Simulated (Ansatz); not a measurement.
# Sn10H14O: molecular dynamics

System: Sn10H14O (Sn10H16 off sphere).
Method: RKS r2SCAN-rvv10/def2-SVP (Ansatz 0.2.0).

The geometry comes from this level: PBE-D4/def2-SVP. Figures and captions count atoms from 1; the log counts them from 0 in places.

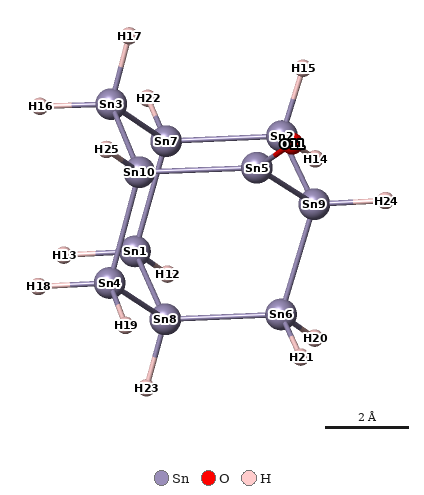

Fig. 1: The starting structure (ball-and-stick view, seen at a tilt; atoms are numbered from 1 in the order of the input). Sticks mark near contacts.

Input file:
```yaml
crystal:
  periodic: [false, false, false]
  atoms:
    - {symbol: Sn, position_ang: [0.017498, -3.110787, 0.022102]}
    - {symbol: Sn, position_ang: [-0.012777, 0.102003, -3.262949]}
    - {symbol: Sn, position_ang: [-3.262315, 0.121487, 0.026700]}
    - {symbol: Sn, position_ang: [0.009668, 0.146517, 3.260832]}
    - {symbol: Sn, position_ang: [-0.016847, 3.370526, -0.019504]}
    - {symbol: Sn, position_ang: [3.260254, 0.158347, -0.032475]}
    - {symbol: Sn, position_ang: [-1.626971, -1.497986, -1.598479]}
    - {symbol: Sn, position_ang: [1.643998, -1.455363, 1.617653]}
    - {symbol: Sn, position_ang: [1.646615, 1.771661, -1.699496]}
    - {symbol: Sn, position_ang: [-1.669107, 1.774574, 1.674256]}
    - {symbol: O, position_ang: [-0.023605, 5.251215, -0.028092]}
    - {symbol: H, position_ang: [1.004549, -4.138567, -0.970003]}
    - {symbol: H, position_ang: [-0.959079, -4.133012, 1.030216]}
    - {symbol: H, position_ang: [0.985315, -0.911531, -4.260963]}
    - {symbol: H, position_ang: [-0.994981, 1.070815, -4.316033]}
    - {symbol: H, position_ang: [-4.273366, -0.876973, 1.025900]}
    - {symbol: H, position_ang: [-4.302926, 1.104668, -0.954726]}
    - {symbol: H, position_ang: [-0.973934, -0.866397, 4.273163]}
    - {symbol: H, position_ang: [0.980180, 1.141585, 4.300361]}
    - {symbol: H, position_ang: [4.281175, -0.844411, -1.017199]}
    - {symbol: H, position_ang: [4.291921, 1.165154, 0.934283]}
    - {symbol: H, position_ang: [-2.643573, -2.499670, -2.597041]}
    - {symbol: H, position_ang: [2.672241, -2.431244, 2.629787]}
    - {symbol: H, position_ang: [2.628953, 2.791364, -2.710588]}
    - {symbol: H, position_ang: [-2.662887, 2.796025, 2.672308]}
basis:
  gaussian: {orbitals: def2-SVP}
hamiltonian: {xc: {name: r2SCAN}, dispersion: rvv10}
md: {timestep: 1 fs, n_steps: 25, ensemble: nvt_langevin, temperature: 1000, initial_velocities: maxwell_boltzmann, friction: 0.01, seed: 648}
scf: {omitted_lower_state_checks: [starts]}
```

Launch command:
```bash
ansatz run in.yaml --threads 2 --pin off --events-out ev --progress --plain --max-ram 32768MiB --backend cuda --devices 0, --max-vram 18GiB
```

Output:
```
Functional definition: r2SCAN+rVV10
  name "r2SCAN+rVV10"
  cite "Furness, Kaplan, Ning, Perdew & Sun, J. Phys. Chem. Lett. 11, 8208 (2020) doi:10.1021/acs.jpclett.0c02405"
  cite "Furness, Kaplan, Ning, Perdew & Sun, J. Phys. Chem. Lett. 11, 9248 (2020) doi:10.1021/acs.jpclett.0c03077"
  cite "Vydrov & Van Voorhis, J. Chem. Phys. 133, 244103 (2010) doi:10.1063/1.3521275"
  cite "Sabatini, Gorni & de Gironcoli, Phys. Rev. B 87, 041108(R) (2013) doi:10.1103/PhysRevB.87.041108"
  cite "Ning et al., Phys. Rev. B 106, 075422 (2022) doi:10.1103/PhysRevB.106.075422"
  parent "r2scan"
  parameter k0 = 0.174
  parameter k1 = 0.065
  parameter a1 = 4.9479
  exchange = r2scan_x(k0 = k0, k1 = k1, a1 = a1)
  correlation = r2scan_c + rvv10(11.95, 0.0093)
these checks for a lower state are left out or cut short: starts
3865 factors; their error is unknown
mean field evaluation 1: about -60588.8819 eV, gradient 7.5e1 eV
mean field evaluation 2: about -60346.8083 eV, gradient 2.0e2 eV
mean field evaluation 4: about -60595.5946 eV, gradient 4.0e1 eV
mean field evaluation 8: about -60602.1830 eV, gradient 1.0e0 eV
mean field evaluation 16: about -60602.1439 eV, gradient 4.9e-3 eV
mean field -60602.14394325 eV, -2227.0877123059 hartree, gradient 1.9e-5 eV, S^2 0.000000; 0 other end points of the search recorded, 0 dependent functions left out
the calculation of the forces begins
reference -60602.14397088 eV, -2227.0877133212 hartree; 121, 121 occupied and 223, 223 virtual orbitals, 3865 factors
md step     0: t =     0.00 fs  T =   960.0 K  F+E_penalty+E_count = -60602.14394325 eV  E_kin = 3.102240 eV  (35 SCF iters)
these checks for a lower state are left out or cut short: starts, cluster_reference, orbital_swaps, neighbouring_geometries, increment
3865 factors; their error is unknown
mean field -60602.03538307 eV, -2227.0837227930 hartree, gradient 2.6e-5 eV, S^2 0.000000; 0 other end points of the search recorded, 0 dependent functions left out
the calculation of the forces begins
reference -60602.03541068 eV, -2227.0837238076 hartree; 121, 121 occupied and 223, 223 virtual orbitals, 3865 factors
md step     1: t =     1.00 fs  T =   892.8 K  F+E_penalty+E_count = -60602.03538307 eV  E_kin = 2.885175 eV  (34 SCF iters)
[... from here on the SCF iterations and repeated set-up lines of each step are left out, up to the last step ...]
md step     2: t =     2.00 fs  T =   791.1 K  F+E_penalty+E_count = -60601.75939278 eV  E_kin = 2.556600 eV  (34 SCF iters)
md step     3: t =     3.00 fs  T =   747.1 K  F+E_penalty+E_count = -60601.42114566 eV  E_kin = 2.414291 eV  (34 SCF iters)
md step     4: t =     4.00 fs  T =   649.6 K  F+E_penalty+E_count = -60601.15435372 eV  E_kin = 2.099248 eV  (35 SCF iters)
md step     5: t =     5.00 fs  T =   627.2 K  F+E_penalty+E_count = -60601.06091214 eV  E_kin = 2.026752 eV  (34 SCF iters)
md step     6: t =     6.00 fs  T =   685.6 K  F+E_penalty+E_count = -60601.13420245 eV  E_kin = 2.215636 eV  (35 SCF iters)
md step     7: t =     7.00 fs  T =   742.3 K  F+E_penalty+E_count = -60601.24569967 eV  E_kin = 2.398899 eV  (34 SCF iters)
md step     8: t =     8.00 fs  T =   713.9 K  F+E_penalty+E_count = -60601.29022368 eV  E_kin = 2.307093 eV  (34 SCF iters)
md step     9: t =     9.00 fs  T =   721.0 K  F+E_penalty+E_count = -60601.24808430 eV  E_kin = 2.329868 eV  (34 SCF iters)
md step    10: t =    10.00 fs  T =   702.4 K  F+E_penalty+E_count = -60601.11506319 eV  E_kin = 2.269862 eV  (34 SCF iters)
md step    11: t =    11.00 fs  T =   639.3 K  F+E_penalty+E_count = -60600.89483899 eV  E_kin = 2.065756 eV  (34 SCF iters)
md step    12: t =    12.00 fs  T =   573.2 K  F+E_penalty+E_count = -60600.62539991 eV  E_kin = 1.852293 eV  (35 SCF iters)
md step    13: t =    13.00 fs  T =   478.8 K  F+E_penalty+E_count = -60600.39357251 eV  E_kin = 1.547388 eV  (35 SCF iters)
md step    14: t =    14.00 fs  T =   494.1 K  F+E_penalty+E_count = -60600.30317403 eV  E_kin = 1.596833 eV  (36 SCF iters)
md step    15: t =    15.00 fs  T =   496.9 K  F+E_penalty+E_count = -60600.39745069 eV  E_kin = 1.605647 eV  (36 SCF iters)
md step    16: t =    16.00 fs  T =   566.1 K  F+E_penalty+E_count = -60600.61319986 eV  E_kin = 1.829474 eV  (35 SCF iters)
md step    17: t =    17.00 fs  T =   659.5 K  F+E_penalty+E_count = -60600.83233673 eV  E_kin = 2.131217 eV  (35 SCF iters)
md step    18: t =    18.00 fs  T =   690.4 K  F+E_penalty+E_count = -60600.95110203 eV  E_kin = 2.230930 eV  (35 SCF iters)
md step    19: t =    19.00 fs  T =   673.2 K  F+E_penalty+E_count = -60600.92951154 eV  E_kin = 2.175441 eV  (35 SCF iters)
md step    20: t =    20.00 fs  T =   606.0 K  F+E_penalty+E_count = -60600.80244673 eV  E_kin = 1.958299 eV  (16 SCF iters)
md step    21: t =    21.00 fs  T =   508.7 K  F+E_penalty+E_count = -60600.63911567 eV  E_kin = 1.643937 eV  (35 SCF iters)
md step    22: t =    22.00 fs  T =   527.4 K  F+E_penalty+E_count = -60600.52625057 eV  E_kin = 1.704174 eV  (35 SCF iters)
md step    23: t =    23.00 fs  T =   535.2 K  F+E_penalty+E_count = -60600.54592990 eV  E_kin = 1.729357 eV  (36 SCF iters)
md step    24: t =    24.00 fs  T =   597.5 K  F+E_penalty+E_count = -60600.68799202 eV  E_kin = 1.930873 eV  (35 SCF iters)
these checks for a lower state are left out or cut short: starts, cluster_reference, orbital_swaps, neighbouring_geometries, increment
3865 factors; their error is unknown
mean field -60600.89352326 eV, -2227.0417602187 hartree, gradient 1.3e-5 eV, S^2 0.000000; 0 other end points of the search recorded, 0 dependent functions left out
the calculation of the forces begins
reference -60600.89354985 eV, -2227.0417611960 hartree; 121, 121 occupied and 223, 223 virtual orbitals, 3865 factors
these checks for a lower state are left out or cut short: starts
3865 factors; their error is unknown
mean field -60600.89352326 eV, -2227.0417602187 hartree, gradient 1.3e-5 eV, S^2 0.000000; 0 other end points of the search recorded, 0 dependent functions left out
the calculation of the forces begins
reference -60600.89354985 eV, -2227.0417611960 hartree; 121, 121 occupied and 223, 223 virtual orbitals, 3865 factors
md step    25: t =    25.00 fs  T =   657.1 K  F+E_penalty+E_count = -60600.89352326 eV  E_kin = 2.123330 eV  (16 SCF iters)
```

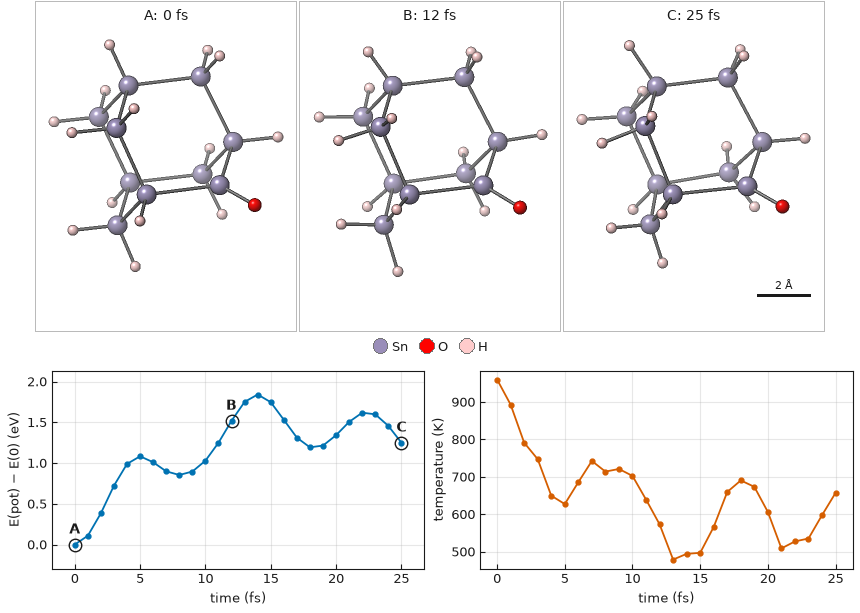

Fig. 2: Frames of the molecular dynamics (ball-and-stick, seen at a tilt) above the curves, on which the letters mark them. The trajectory kept here has 26 frames over 25 fs. The temperature starts at 960 K, ranges from 479 to 960 K and averages 576 K over the second half. The potential energy ends 1.250 eV above its first value. After an unweighted best fit of the last frame on the first, the root-mean-square displacement is 0.29 Å, and H18 has moved furthest (0.66 Å).

```
Total energy: -60600.89354985 eV, -2227.0417611960 hartree
Atom 0 at     0.019706    -3.125924    -0.004568 Å, force    -0.159879     0.868755     0.595365 eV/Å
Atom 1 at     0.030826     0.105445    -3.204312 Å, force    -0.263558     0.635238    -1.257195 eV/Å
Atom 2 at    -3.312110     0.130922    -0.094255 Å, force     0.194669    -0.177903     1.526007 eV/Å
Atom 3 at     0.024820     0.249691     3.150191 Å, force    -0.390058    -0.576102    -0.431160 eV/Å
Atom 4 at    -0.084566     3.418237     0.047117 Å, force    -0.154678    -0.949667     0.076509 eV/Å
Atom 5 at     3.169936     0.125397    -0.009675 Å, force    -0.405175     0.697826     0.522563 eV/Å
Atom 6 at    -1.624673    -1.448187    -1.599649 Å, force    -0.883812    -1.478933    -0.595053 eV/Å
Atom 7 at     1.629530    -1.453828     1.721121 Å, force    -0.613956    -0.291840    -0.480178 eV/Å
Atom 8 at     1.666444     1.828207    -1.675918 Å, force    -0.712938    -0.225640     0.664233 eV/Å
Atom 9 at    -1.724210     1.694934     1.691178 Å, force    -0.562737     1.055772    -1.101847 eV/Å
Atom 10 at    -0.024948     5.259483     0.061703 Å, force     0.104272     0.773475    -0.077872 eV/Å
Atom 11 at     1.120696    -3.796887    -1.121546 Å, force    -0.040121    -0.379956    -0.054678 eV/Å
Atom 12 at    -1.051979    -4.135973     0.923411 Å, force     0.376227    -0.052459    -0.268733 eV/Å
Atom 13 at     1.085055    -0.739557    -4.349929 Å, force    -0.424136     0.103410     0.413515 eV/Å
Atom 14 at    -1.125375     1.060520    -4.246773 Å, force     0.714771    -0.486308     0.590703 eV/Å
Atom 15 at    -3.990770    -0.775110     1.283170 Å, force     0.175249     0.030425    -0.622105 eV/Å
Atom 16 at    -4.636214     1.083757    -0.561585 Å, force    -0.063653     0.136789    -0.365543 eV/Å
Atom 17 at    -1.320987    -0.319277     3.983157 Å, force    -0.240491    -0.634670     0.576756 eV/Å
Atom 18 at     1.082142     0.898862     4.223634 Å, force     0.583980     0.788759     0.780506 eV/Å
Atom 19 at     3.946496    -1.076454    -0.813941 Å, force     0.632665    -0.853205    -0.806671 eV/Å
Atom 20 at     4.412851     1.088134     0.676938 Å, force    -0.006222    -0.002532     0.215562 eV/Å
Atom 21 at    -2.828034    -2.652567    -2.465276 Å, force     1.090197     1.029391     0.502241 eV/Å
Atom 22 at     2.310662    -2.344471     3.019817 Å, force     0.284682    -0.086511    -0.062498 eV/Å
Atom 23 at     2.774680     2.725240    -2.586790 Å, force     0.255848     0.170187    -0.310313 eV/Å
Atom 24 at    -3.006223     2.569984     2.525843 Å, force     0.508853    -0.094304    -0.030115 eV/Å
Dipole moment:     0.136601    -1.239461     0.020906 e Å
Checks for a lower state left out: starts
```

Trajectory as extended XYZ (Å, eV, eV/Å), 4 of the 26 frames kept, from step=0 to step=25:
```
25
Properties=species:S:1:pos:R:3:forces:R:3 step=0 time_fs=0.0 energy=-60602.14394 temperature=960.0
Sn    0.0175   -3.1108    0.0221    0.0009  -0.0626   0.0011
Sn   -0.0128    0.1020   -3.2629    0.0082  -0.0055  -0.0705
Sn   -3.2623    0.1215    0.0267   -0.0669  -0.0022   0.0024
Sn    0.0097    0.1465    3.2608   -0.0031  -0.0027   0.0682
Sn   -0.0168    3.3705   -0.0195   -0.0036   0.3653  -0.0034
Sn    3.2603    0.1583   -0.0325    0.0668  -0.0027   0.0003
Sn   -1.6270   -1.4980   -1.5985   -0.0351  -0.0329  -0.0336
Sn    1.6440   -1.4554    1.6177    0.0353  -0.0320   0.0346
Sn    1.6466    1.7717   -1.6995    0.0329   0.0324  -0.0307
Sn   -1.6691    1.7746    1.6743   -0.0295   0.0327   0.0332
O    -0.0236    5.2512   -0.0281    0.0024  -0.5326   0.0027
H     1.0045   -4.1386   -0.9700   -0.1109   0.1139   0.1103
H    -0.9591   -4.1330    1.0302    0.1091   0.1131  -0.1127
H     0.9853   -0.9115   -4.2610   -0.1119   0.1171   0.1155
H    -0.9950    1.0708   -4.3160    0.1072  -0.1055   0.1179
H    -4.2734   -0.8770    1.0259    0.1157   0.1119  -0.1086
H    -4.3029    1.1047   -0.9547    0.1151  -0.1074   0.1069
H    -0.9739   -0.8664    4.2732    0.1071   0.1147  -0.1155
H     0.9802    1.1416    4.3004   -0.1068  -0.1085  -0.1174
H     4.2812   -0.8444   -1.0172   -0.1177   0.1122   0.1056
H     4.2919    1.1652    0.9343   -0.1146  -0.1090  -0.1050
H    -2.6436   -2.4997   -2.5970    0.1124   0.1125   0.1102
H     2.6722   -2.4312    2.6298   -0.1137   0.1093  -0.1120
H     2.6290    2.7914   -2.7106   -0.1137  -0.1157   0.1166
H    -2.6629    2.7960    2.6723    0.1142  -0.1157  -0.1160
25
Properties=species:S:1:pos:R:3:forces:R:3 step=8 time_fs=8.0 energy=-60601.29022 temperature=713.9
Sn    0.0134   -3.1003    0.0088    0.0090  -0.1827   0.0209
Sn    0.0088    0.1037   -3.2419   -0.4172  -0.0373  -0.9083
Sn   -3.2757    0.1120   -0.0125   -0.2866   0.0769   0.8353
Sn    0.0204    0.1761    3.2300    0.1613   0.2514   0.0681
Sn   -0.0344    3.3699   -0.0020   -0.2514   2.8141   0.2631
Sn    3.2378    0.1558   -0.0289   -0.3380  -0.4663   0.1038
Sn   -1.6260   -1.4802   -1.6063   -0.8660  -0.8760  -0.4128
Sn    1.6418   -1.4563    1.6547   -0.5217   0.1553  -0.4239
Sn    1.6601    1.7869   -1.7005   -0.3795  -0.2450   0.3873
Sn   -1.6846    1.7396    1.6823    0.1329  -0.0001  -0.6342
O    -0.0434    5.3564    0.0260    0.1082  -2.9492  -0.1446
H     0.9268   -4.1578   -1.0337   -0.0163   0.2853   0.0937
H    -0.9717   -4.2303    0.8743    0.0374   0.1814   0.0784
H     1.0154   -0.9612   -4.2668   -0.4610   0.4831   0.3805
H    -1.1801    1.0187   -4.2635    0.8103  -0.4248   0.4780
H    -4.2496   -0.7564    1.1931    0.4163   0.0700  -0.4437
H    -4.4656    1.2229   -0.6107    0.2330  -0.1422  -0.2462
H    -1.2528   -0.6070    4.0433   -0.0281  -0.3205   0.3183
H     1.0475    1.0116    4.3689   -0.3007  -0.0831  -0.2098
H     4.2738   -1.0084   -0.6992    0.0563  -0.2919  -0.5416
H     4.4056    0.9326    0.8875    0.2409   0.6148   0.4668
H    -2.8353   -2.5901   -2.4590    0.9043   0.7335   0.3687
H     2.3922   -2.4227    2.8291    0.3782  -0.2053   0.1422
H     2.6472    2.6811   -2.7377    0.2980   0.2593  -0.2595
H    -2.9318    2.5710    2.5041    0.0805   0.2992   0.2195
25
Properties=species:S:1:pos:R:3:forces:R:3 step=17 time_fs=17.0 energy=-60600.83234 temperature=659.5
Sn    0.0153   -3.1054   -0.0023    0.0479   0.5712   0.2696
Sn    0.0212    0.1031   -3.2218    0.2575  -0.1778   0.1280
Sn   -3.2956    0.1168   -0.0597    0.6962   0.7336   0.2122
Sn    0.0216    0.2111    3.1808   -0.3977  -0.0221   1.1224
Sn   -0.0597    3.3902    0.0166   -0.2776   2.1745   0.3722
Sn    3.2037    0.1385   -0.0205    1.3417  -1.0367   0.1786
Sn   -1.6247   -1.4672   -1.6087    0.5771   0.1862   0.5874
Sn    1.6327   -1.4490    1.6915   -0.4169  -0.5792  -0.0155
Sn    1.6662    1.8054   -1.6820   -0.0389   0.1900  -0.0553
Sn   -1.7063    1.7154    1.6907   -0.3054   0.5543  -0.9815
O    -0.0322    5.3391    0.0648    0.0962  -2.2300  -0.2022
H     1.0017   -3.9956   -1.0927   -0.0032  -0.0564   0.0086
H    -1.0179   -4.1607    0.8696    0.0630  -0.0981   0.0565
H     1.0537   -0.7778   -4.2852   -0.1339  -0.0669   0.0424
H    -1.1370    0.9283   -4.1244   -0.1843   0.4178  -0.3824
H    -4.0372   -0.6288    1.2271   -0.3673  -0.8392   0.6215
H    -4.5816    1.1790   -0.4607    0.1266   0.0570  -0.4655
H    -1.4900   -0.4120    3.9297    0.8795  -0.1022   0.0209
H     1.1275    0.9208    4.4060   -0.7225  -0.1494  -0.5206
H     4.2407   -1.2410   -0.6376   -0.7143   0.8289  -0.0401
H     4.4893    0.9561    0.8509   -0.4561   0.0374  -0.0824
H    -2.7062   -2.5329   -2.2803   -0.4887  -0.5662  -0.7296
H     2.2023   -2.4217    3.0408    0.2209   0.2097  -0.4460
H     2.7877    2.7067   -2.6862   -0.2413  -0.2227   0.1776
H    -3.0861    2.4615    2.4530    0.4416   0.1864   0.1234
25
Properties=species:S:1:pos:R:3:forces:R:3 step=25 time_fs=25.0 energy=-60600.89352 temperature=657.1
Sn    0.0197   -3.1259   -0.0046   -0.1599   0.8688   0.5954
Sn    0.0308    0.1054   -3.2043   -0.2636   0.6352  -1.2572
Sn   -3.3121    0.1309   -0.0943    0.1947  -0.1779   1.5260
Sn    0.0248    0.2497    3.1502   -0.3901  -0.5761  -0.4312
Sn   -0.0846    3.4182    0.0471   -0.1547  -0.9497   0.0765
Sn    3.1699    0.1254   -0.0097   -0.4052   0.6978   0.5226
Sn   -1.6247   -1.4482   -1.5996   -0.8838  -1.4789  -0.5951
Sn    1.6295   -1.4538    1.7211   -0.6140  -0.2918  -0.4802
Sn    1.6664    1.8282   -1.6759   -0.7129  -0.2256   0.6642
Sn   -1.7242    1.6949    1.6912   -0.5627   1.0558  -1.1018
O    -0.0249    5.2595    0.0617    0.1043   0.7735  -0.0779
H     1.1207   -3.7969   -1.1215   -0.0401  -0.3800  -0.0547
H    -1.0520   -4.1360    0.9234    0.3762  -0.0525  -0.2687
H     1.0851   -0.7396   -4.3499   -0.4241   0.1034   0.4135
H    -1.1254    1.0605   -4.2468    0.7148  -0.4863   0.5907
H    -3.9908   -0.7751    1.2832    0.1752   0.0304  -0.6221
H    -4.6362    1.0838   -0.5616   -0.0637   0.1368  -0.3655
H    -1.3210   -0.3193    3.9832   -0.2405  -0.6347   0.5768
H     1.0821    0.8989    4.2236    0.5840   0.7888   0.7805
H     3.9465   -1.0765   -0.8139    0.6327  -0.8532  -0.8067
H     4.4129    1.0881    0.6769   -0.0062  -0.0025   0.2156
H    -2.8280   -2.6526   -2.4653    1.0902   1.0294   0.5022
H     2.3107   -2.3445    3.0198    0.2847  -0.0865  -0.0625
H     2.7747    2.7252   -2.5868    0.2558   0.1702  -0.3103
H    -3.0062    2.5700    2.5258    0.5089  -0.0943  -0.0301
```

Summary:

```csv
quantity,value
outcome,finished
mean temperature over the second half,576 K
trajectory,"25 steps, 25 fs"
ensemble,nvt_langevin
temperature in the input,1000 K
time step,1 fs
potential energy (last step),−60600.8935 eV
SCF solution under orbital rotations (last step),stable
largest force (length of the vector) (last step),1.823 eV/Å
dipole moment (last step),5.99 D
hardware,"2 CPU threads, shared host"
wall time,2.2 min (CPU time 3 min)
peak memory,1.1 GiB
```

So short a trajectory is not equilibrated. The logged temperature at the start can lie below the typed one, since it is counted over all degrees of freedom. The temperature stays far from the 1000 K of the thermostat over the second half: the run isn't equilibrated.
